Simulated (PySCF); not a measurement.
**CH3B2F3: electronic excitations and core binding energies**

Wanted: the electronic excitations and core binding energies of CH3B2F3 (`FBCB(F)F`), by calculation.

Computed with PySCF 2.14.0, with density-fitted response routines of our own, on a single molecule in the gas phase. Atoms are numbered from 0 throughout.

## Step 1: The starting structure

9 atoms, charge 0, multiplicity 1; geometry from: GFN2-xTB.

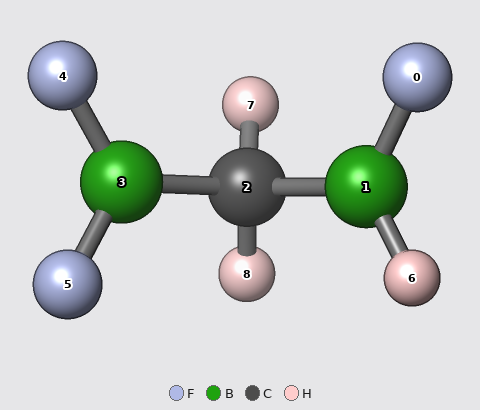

As it starts; fluorine light blue, boron green, carbon dark grey, hydrogen pink, atoms numbered; sticks join atoms by distance.

## Step 2: Ultraviolet spectrum: wB97X-D/def2-SVPD

The job: settings as JSON, then the geometry in Å.

```
{"job": {"kind": "uv", "xc": "wB97X-D", "basis": "def2-SVPD", "nstates": 8, "ntriplets": 3}, "charge": 0, "multiplicity": 1}
F     -1.860545     1.244711     0.004006
B     -1.307052     0.079559    -0.235283
C      0.002093    -0.319766     0.559193
B      1.270671     0.133842    -0.254900
F      1.877318     1.286360    -0.066268
F      1.804759    -0.601031    -1.210331
H     -1.819156    -0.593031    -1.047395
H      0.007926     0.173863     1.529838
H      0.037547    -1.398514     0.695960
```

Method: TDDFT wB97X-D/def2-SVPD, vertical, gas phase, core orbitals frozen in the response.

Launch:

```sh
OMP_NUM_THREADS=1 python probes_run.py task.json out
```

The driver reads the jobs from task.json and runs them one after another.

The log of the run:

```text
coarse grid: 8376 points
cycle   1  E = -388.7905809434  dE =  6.728e-01  |g| = 7.514e-01  |ddm| = 3.928e+00
cycle   2  E = -388.7911405106  dE = -5.596e-04  |g| = 8.402e-01  |ddm| = 1.318e+00
cycle   3  E = -388.8976133982  dE = -1.065e-01  |g| = 5.636e-02  |ddm| = 5.577e-01
cycle   4  E = -388.8982478840  dE = -6.345e-04  |g| = 2.427e-02  |ddm| = 9.744e-02
cycle   5  E = -388.8983808992  dE = -1.330e-04  |g| = 7.623e-03  |ddm| = 3.550e-02
cycle   6  E = -388.8983906431  dE = -9.744e-06  |g| = 1.878e-03  |ddm| = 7.878e-03
final grid: 84552 points
cycle   7  E = -388.9434697900  dE = -1.074e-04  |g| = 6.125e-03  |ddm| = 1.449e-01
cycle   8  E = -388.9434713783  dE = -1.588e-06  |g| = 6.419e-03  |ddm| = 2.542e-02
cycle   9  E = -388.9434779543  dE = -6.576e-06  |g| = 5.566e-04  |ddm| = 4.171e-03
cycle  10  E = -388.9434780268  dE = -7.255e-08  |g| = 2.721e-04  |ddm| = 2.351e-03
cycle  11  E = -388.9434780444  dE = -1.758e-08  |g| = 5.561e-05  |ddm| = 5.910e-04
cycle  12  E = -388.9434780452  dE = -7.743e-10  |g| = 1.936e-05  |ddm| = 9.496e-05
converged SCF energy = -388.9434780452

Static polarisability (au): isotropic 39.071, principal 35.417 38.618 43.177

Singlet excitations
state   eV       nm        f      main configurations
  1   6.4962    190.9   0.00457   H->L 0.94
  2   8.4288    147.1   0.06699   H-1->L 0.89
  3   8.8559    140.0   0.01176   H->L+1 0.47, H->L+2 0.33
  4   8.9831    138.0   0.01780   H-2->L 0.91
  5   9.3655    132.4   0.07509   H->L+1 0.41, H->L+2 0.29
  6   9.8259    126.2   0.02454   H-3->L 0.70
  7   9.9972    124.0   0.09918   H->L+3 0.47, H->L+2 0.14, H-4->L 0.10
  8  10.0988    122.8   0.03263   H-4->L 0.66, H->L+3 0.14

Triplet excitations (Tamm-Dancoff, eV): 5.9562 7.5994 8.4333
```

Wall time 30 s (1 thread of Arm Neoverse N1, shared host); peak memory 0.63 GiB.

Frontier orbitals and where they lie:

| orbital | eV | atoms |
| --- | --- | --- |
| HOMO−3 | -14.22 | F4 33 %, F5 32 %, C2 9 % |
| HOMO−2 | -13.42 | C2 35 %, H8 18 %, F4 14 % |
| HOMO−1 | -12.74 | C2 33 %, B3 16 %, F5 15 % |
| HOMO | -11.37 | B1 26 %, C2 26 %, F0 20 % |
| LUMO | 0.66 | B1 37 %, C2 16 %, B3 14 % |
| LUMO+1 | 1.85 | B1 44 %, B3 31 %, F0 5 % |
| LUMO+2 | 2.21 | B3 39 %, B1 19 %, F4 11 % |

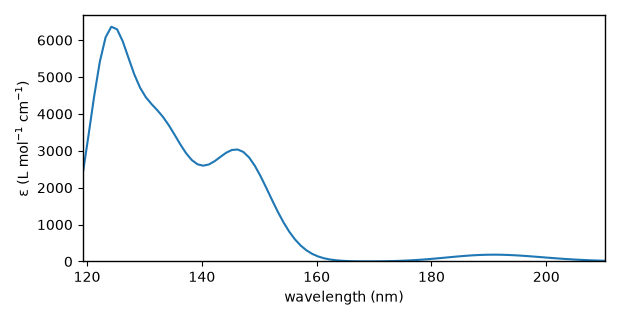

Absorption spectrum: each of the 8 states is a Gaussian band of 0.4 eV half-width at 1/e. Beyond the last state computed it falls off for lack of states.

Ground-state properties from the same run:

| property | computed |
| --- | --- |
| dipole moment (D) | 1.82 |
| polarisability (Å³) | 5.79 |
| HOMO–LUMO gap (eV) | 12.03 |
| −ε(HOMO) (eV) | 11.37 |

## Step 3: Core holes by ΔSCF: SCAN, X2C

The job, as its differences from that of step 2:

```diff
@@ -1,2 +1,2 @@
-{"job": {"kind": "uv", "xc": "wB97X-D", "basis": "def2-SVPD", "nstates": 8, "ntriplets": 3}, "charge": 0, "multiplicity": 1}
+{"job": {"kind": "xps"}, "charge": 0, "multiplicity": 1}
 F     -1.860545     1.244711     0.004006
```

With the program's defaults for keys left out, this is: delta-SCF UKS SCAN, pcX-2 on the ionised atom, pcseg-1 elsewhere, spin-free X2C.

The log of the run:

```text
ground state, core basis on atom 0 (F), 130 functions
  cycle   1  E = -389.37319704  |g| = 8.27e-01
  cycle   2  E = -389.18376923  |g| = 1.40e+00
  cycle   3  E = -389.47999275  |g| = 1.76e-01
  cycle   4  E = -389.48645554  |g| = 3.15e-02
  cycle   5  E = -389.48658434  |g| = 1.31e-02
  cycle   6  E = -389.48660234  |g| = 6.80e-03
  cycle   7  E = -389.48661010  |g| = 9.83e-04
  cycle   8  E = -389.48661078  |g| = 3.77e-04
  E(ground) = -389.47847305 Eh
hole in F 1s of atom 0
  cycle   1  E = -363.10994838  |g| = 2.58e+00
  cycle   2  E = -363.09738938  |g| = 2.08e+00
  cycle   3  E = -363.95541551  |g| = 3.09e-01
  cycle   4  E = -363.96784084  |g| = 1.94e-01
  cycle   5  E = -363.98992202  |g| = 3.09e-02
  cycle   6  E = -363.99031413  |g| = 1.90e-02
  cycle   7  E = -363.99042179  |g| = 4.22e-03
  cycle   8  E = -363.99042831  |g| = 1.64e-03
  cycle   9  E = -363.99042844  |g| = 7.04e-04
  cycle  10  E = -363.99042933  |g| = 2.66e-04
  E(ion) = -363.98941385 Eh   <S^2> = 0.7563   hole on atom = 1.000   binding energy = 693.593 eV
ground state, core basis on atom 1 (B), 130 functions
  cycle   1  E = -389.43771162  |g| = 1.20e-01
  cycle   2  E = -389.43346956  |g| = 1.98e-01
  cycle   3  E = -389.43960801  |g| = 1.13e-02
  cycle   4  E = -389.43962368  |g| = 6.10e-03
  cycle   5  E = -389.43963370  |g| = 1.13e-03
  cycle   6  E = -389.43963223  |g| = 3.26e-04
  E(ground) = -389.43011171 Eh
hole in B 1s of atom 1
  cycle   1  E = -381.76405980  |g| = 1.16e+00
  cycle   2  E = -379.39460216  |g| = 2.06e+00
  cycle   3  E = -381.90190613  |g| = 7.93e-01
  cycle   4  E = -382.10686372  |g| = 2.65e-01
  cycle   5  E = -382.13676270  |g| = 1.73e-01
  cycle   6  E = -382.14656886  |g| = 5.79e-02
  cycle   7  E = -382.14742780  |g| = 3.11e-02
  cycle   8  E = -382.14782466  |g| = 1.02e-02
  cycle   9  E = -382.14788720  |g| = 3.18e-03
  cycle  10  E = -382.14789572  |g| = 1.26e-03
  cycle  11  E = -382.14789727  |g| = 8.90e-04
  cycle  12  E = -382.14789800  |g| = 6.41e-04
  cycle  13  E = -382.14789797  |g| = 1.35e-04
  E(ion) = -382.14052484 Eh   <S^2> = 0.7822   hole on atom = 1.000   binding energy = 198.360 eV
ground state, core basis on atom 2 (C), 130 functions
  cycle   1  E = -389.44259584  |g| = 5.74e-02
  cycle   2  E = -389.44255896  |g| = 2.20e-02
  cycle   3  E = -389.44254647  |g| = 2.44e-02
  cycle   4  E = -389.44264855  |g| = 3.86e-03
  cycle   5  E = -389.44265074  |g| = 2.42e-04
  E(ground) = -389.43139597 Eh
hole in C 1s of atom 2
  cycle   1  E = -378.20211355  |g| = 1.51e+00
  cycle   2  E = -377.69113207  |g| = 1.72e+00
  cycle   3  E = -378.69667431  |g| = 4.13e-01
  cycle   4  E = -378.72787685  |g| = 2.97e-01
  cycle   5  E = -378.75524344  |g| = 4.39e-02
  cycle   6  E = -378.75565333  |g| = 2.48e-02
  cycle   7  E = -378.75583416  |g| = 7.14e-03
  cycle   8  E = -378.75585311  |g| = 1.32e-03
  cycle   9  E = -378.75585415  |g| = 6.65e-04
  cycle  10  E = -378.75585420  |g| = 6.42e-04
  cycle  11  E = -378.75585501  |g| = 1.07e-04
  E(ion) = -378.74307134 Eh   <S^2> = 0.7649   hole on atom = 1.000   binding energy = 290.844 eV
ground state, core basis on atom 3 (B), 130 functions
  cycle   1  E = -389.44529216  |g| = 6.04e-02
  cycle   2  E = -389.44493800  |g| = 6.43e-02
  cycle   3  E = -389.44560276  |g| = 1.94e-02
  cycle   4  E = -389.44565482  |g| = 4.98e-03
  cycle   5  E = -389.44566098  |g| = 1.10e-03
  cycle   6  E = -389.44566175  |g| = 4.17e-04
  E(ground) = -389.43568731 Eh
hole in B 1s of atom 3
  cycle   1  E = -381.72698350  |g| = 1.17e+00
  cycle   2  E = -379.87091853  |g| = 1.97e+00
  cycle   3  E = -381.93172559  |g| = 5.93e-01
  cycle   4  E = -382.07180067  |g| = 2.83e-01
  cycle   5  E = -382.09353225  |g| = 1.34e-01
  cycle   6  E = -382.10038617  |g| = 3.31e-02
  cycle   7  E = -382.10077383  |g| = 1.96e-02
  cycle   8  E = -382.10094052  |g| = 8.12e-03
  cycle   9  E = -382.10097080  |g| = 2.70e-03
  cycle  10  E = -382.10097621  |g| = 1.80e-03
  cycle  11  E = -382.10097814  |g| = 1.27e-03
  cycle  12  E = -382.10097853  |g| = 4.71e-04
  E(ion) = -382.09414667 Eh   <S^2> = 0.7855   hole on atom = 1.000   binding energy = 199.773 eV
ground state, core basis on atom 4 (F), 130 functions
  cycle   1  E = -389.48677367  |g| = 1.25e-01
  cycle   2  E = -389.48587520  |g| = 9.81e-02
  cycle   3  E = -389.48654610  |g| = 6.72e-02
  cycle   4  E = -389.48714589  |g| = 4.76e-03
  cycle   5  E = -389.48715096  |g| = 9.38e-04
  cycle   6  E = -389.48714893  |g| = 2.37e-04
  E(ground) = -389.47875617 Eh
hole in F 1s of atom 4
  cycle   1  E = -363.11225796  |g| = 2.58e+00
  cycle   2  E = -363.07826783  |g| = 2.10e+00
  cycle   3  E = -363.93182886  |g| = 4.08e-01
  cycle   4  E = -363.94137977  |g| = 3.65e-01
  cycle   5  E = -363.98651070  |g| = 5.22e-02
  cycle   6  E = -363.98722767  |g| = 2.75e-02
  cycle   7  E = -363.98763309  |g| = 3.00e-03
  cycle   8  E = -363.98763410  |g| = 2.19e-03
  cycle   9  E = -363.98763588  |g| = 7.60e-04
  cycle  10  E = -363.98763572  |g| = 1.48e-04
  E(ion) = -363.98572575 Eh   <S^2> = 0.7562   hole on atom = 1.000   binding energy = 693.701 eV
```

Wall time 57 s (1 thread of Arm Neoverse N1, shared host); peak memory 0.44 GiB.

The holes in one table. −ε is the ground-state orbital energy:

| hole | stands for | environment | ΔSCF (eV) | −ε (eV) | ⟨S²⟩ |
| --- | --- | --- | --- | --- | --- |
| F1s on F0 | F0 | fluorine bonded to B | 693.59 | 667.3 | 0.756 |
| B1s on B1 | B1 | boron bonded to C, F, H | 198.36 | 181.9 | 0.782 |
| C1s on C2 | C2 | sp3 CH2 bonded to 2 B | 290.84 | 273.5 | 0.765 |
| B1s on B3 | B3 | boron bonded to C, 2 F | 199.77 | 183.1 | 0.785 |
| F1s on F4 | F4, F5 | fluorine bonded to B | 693.70 | 667.3 | 0.756 |

Each hole run stands for the others of its class of like atoms.

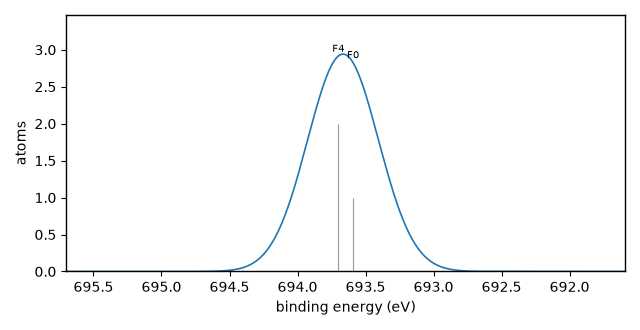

The F1s photoelectron lines, weighted by the number of atoms. Lines are broadened to a width of 0.60 eV (Gaussian).

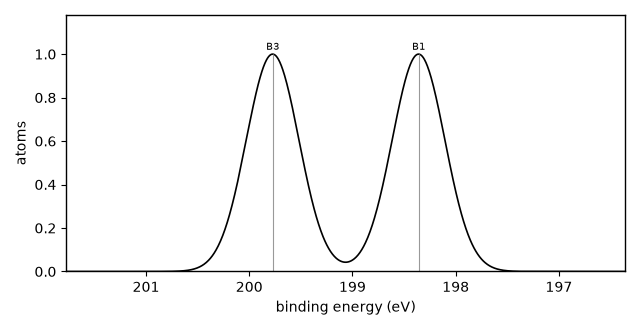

The B1s photoelectron lines, weighted by the number of atoms. Lines are broadened to a width of 0.60 eV (Gaussian).

## Step 4: Outcome

```
                                quantity                         value
      lowest singlet (wB97X-D/def2-SVPD)   6.50 eV (191 nm), f = 0.005
brightest single state of those computed  state 7, 10.00 eV, f = 0.099
                          lowest triplet                       5.96 eV
        F1s binding energies, SCAN/pcX-2       F4 693.70, F0 693.59 eV
        B1s binding energies, SCAN/pcX-2       B3 199.77, B1 198.36 eV
        C1s binding energies, SCAN/pcX-2                  C2 290.84 eV
```

The first singlet state (HOMO→LUMO 0.94) lies at 6.50 eV and is weak; of the 8 states computed, the strongest absorption comes from state 7 at 10.00 eV. The lowest triplet lies 0.54 eV below the lowest singlet (triplets in Tamm-Dancoff, singlets in full TDDFT). F4 (fluorine bonded to B) binds its F1s electron 0.11 eV more tightly than F0 (fluorine bonded to B). B3 (boron bonded to C, 2 F) binds its B1s electron 1.41 eV more tightly than B1 (boron bonded to C, F, H).
